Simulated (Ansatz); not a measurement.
C₂H₇BOSi: frequency calculation

The run: frequency calculation of C₂H₇BOSi. Method and program: RKS B3LYP-D4/STO-3G (Ansatz 0.2.0).

It belongs to a series of runs on one base structure; here: vibrations at the highest image of the band. Figures and captions count atoms from 1; the log counts them from 0 in places.

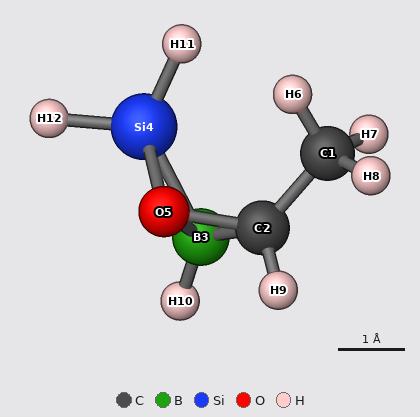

**Figure 1.** The structure as given in the input (ball-and-stick view, seen at a tilt; atoms are numbered from 1 in the order of the input).

## Input
```yaml
crystal:
  periodic: [false, false, false]
  atoms:
    - { symbol: C, position_ang: [-1.12382, 1.100767, -0.172608] }
    - { symbol: C, position_ang: [-0.454414, -0.163647, -0.782559] }
    - { symbol: B, position_ang: [0.11595, -1.447244, -0.095271] }
    - { symbol: Si, position_ang: [1.260567, -0.534498, 1.114258] }
    - { symbol: O, position_ang: [1.075909, -0.264309, -0.700524] }
    - { symbol: H, position_ang: [-0.387302, 1.746448, 0.329044] }
    - { symbol: H, position_ang: [-1.887311, 0.818438, 0.56931] }
    - { symbol: H, position_ang: [-1.609089, 1.695752, -0.959871] }
    - { symbol: H, position_ang: [-0.709714, -0.278757, -1.852034] }
    - { symbol: H, position_ang: [0.127215, -2.537812, -0.50337] }
    - { symbol: H, position_ang: [1.015663, 0.705175, 1.820171] }
    - { symbol: H, position_ang: [2.65315, -0.895612, 1.267553] }
basis:
  gaussian: { orbitals: STO-3G }
hamiltonian:
  xc: b3lyp
  dispersion: d4
phonons: {}
```

Hardware: 1 thread of Intel Xeon @ 2.50GHz (Skylake/Cascade Lake), 189 GiB of memory available, shared host.

Launch command:
```bash
ansatz run input.yaml --threads 1 --pin off --max-ram 2048MiB --backend cpu --events-out ev --progress --plain --runs-dir out
```

## Log
```
Engine: ansatz 0.2.0, x86_64-unknown-linux-gnu
Functional definition: B3LYP
  parameter a0 = 0.2
  parameter ax = 0.72
  parameter ac = 0.81
  exchange = (1 - a0 - ax)*slater_x + ax*b88_x + a0*exact_x
  correlation = (1 - ac)*vwn_rpa_c + ac*lyp_c
524 factors; integrals over basis functions are off by at most 1.5e-5 eV
mean field evaluation 1: about -12634.0154 eV, gradient 1.7e1 eV
mean field evaluation 2: about -12633.8935 eV, gradient 2.0e1 eV
mean field evaluation 4: about -12635.1424 eV, gradient 1.4e0 eV
mean field evaluation 8: about -12635.0740 eV, gradient 2.9e-2 eV
mean field -12635.07397824 eV, -464.3304043395 hartree, gradient 1.4e-5 eV, S^2 0.000000; 0 other end points of the search recorded, 0 dependent functions left out
the calculation of the forces begins
reference -12635.07416967 eV, -464.3304113746 hartree; 23, 23 occupied and 13, 13 virtual orbitals, 524 factors
these checks for a lower state are left out or cut short: stability, starts, cluster_reference, orbital_swaps, neighbouring_geometries, increment
524 factors; integrals over basis functions are off by at most 1.5e-5 eV
mean field evaluation 16: about -12635.0737 eV, gradient 6.9e-2 eV
mean field -12635.07371485 eV, -464.3303946603 hartree, gradient 2.6e-6 eV, S^2 0.000000; 0 other end points of the search recorded, 0 dependent functions left out
[... from here on the field's lines of each further geometry are left out, up to the last ...]
the calculation of the forces begins
reference -12635.07417564 eV, -464.3304115939 hartree; 23, 23 occupied and 13, 13 virtual orbitals, 524 factors
these checks for a lower state are left out or cut short: stability, starts, cluster_reference, orbital_swaps, neighbouring_geometries, increment
524 factors; integrals over basis functions are off by at most 1.5e-5 eV
mean field -12635.07395556 eV, -464.3304035062 hartree, gradient 1.3e-6 eV, S^2 0.000000; 0 other end points of the search recorded, 0 dependent functions left out
the calculation of the forces begins
reference -12635.07414700 eV, -464.3304105413 hartree; 23, 23 occupied and 13, 13 virtual orbitals, 524 factors
WARN: phonons: modes at or below zero, which the zero-point energy, F, S and C_V leave out: 1, the lowest at -169.86 cm⁻¹. A minimum has none, and a first-order saddle one
Total energy: -12635.48861425 eV, -464.3456419319 hartree
Atom 0 at    -1.123820     1.100767    -0.172608 Å, force    -0.001345     0.002184     0.008656 eV/Å
Atom 1 at    -0.454414    -0.163647    -0.782559 Å, force     0.007823    -0.006397     0.004906 eV/Å
Atom 2 at     0.115950    -1.447244    -0.095271 Å, force    -0.009860    -0.011772     0.008072 eV/Å
Atom 3 at     1.260567    -0.534498     1.114258 Å, force    -0.000536    -0.006173     0.011705 eV/Å
Atom 4 at     1.075909    -0.264309    -0.700524 Å, force     0.003012     0.018449    -0.020742 eV/Å
Atom 5 at    -0.387302     1.746448     0.329044 Å, force     0.003035     0.002463     0.001806 eV/Å
Atom 6 at    -1.887311     0.818438     0.569310 Å, force     0.003721    -0.001583    -0.003855 eV/Å
Atom 7 at    -1.609089     1.695752    -0.959871 Å, force    -0.003933     0.000641    -0.006467 eV/Å
Atom 8 at    -0.709714    -0.278757    -1.852034 Å, force    -0.001320     0.001463    -0.002784 eV/Å
Atom 9 at     0.127215    -2.537812    -0.503370 Å, force    -0.000469    -0.000592    -0.000494 eV/Å
Atom 10 at     1.015663     0.705175     1.820171 Å, force     0.000041     0.000081    -0.002190 eV/Å
Atom 11 at     2.653150    -0.895612     1.267553 Å, force    -0.000169     0.001236     0.001389 eV/Å
Dipole moment:     0.042323     0.274682     0.241344 e Å
Vibrations: -169.86 264.42 332.25 469.28 509.88 618.87 653.60 747.97 795.32 854.16 912.73 933.99 990.15 1051.89 1125.36 1140.93 1189.99 1241.45 1326.15 1510.00 1570.16 1677.18 1686.42 2633.95 2687.25 3076.44 3313.22 3378.73 3472.49 3483.33 cm⁻¹, zero-point energy 2.705804 eV
```

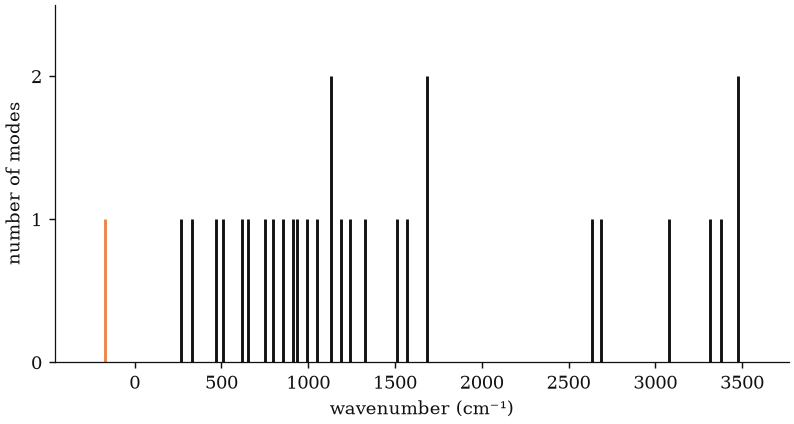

**Figure 2.** Harmonic vibrational wavenumbers from the force constants; neighbouring modes closer than 17 cm⁻¹ are counted in one stick, and imaginary ones are drawn at negative wavenumbers. 30 modes from 170i to 3483 cm⁻¹, 1 imaginary beyond 8i (170i cm⁻¹): a first-order saddle point, if the geometry is stationary.

## Summary

| quantity | value |
| --- | --- |
| outcome | converged |
| total energy | −12635.4886 eV |
| mean-field energy | −12635.0742 eV |
| largest force (length of the vector) | 0.028 eV/Å |
| wall time | 4.8 min |
| peak memory | 0.11 GiB |
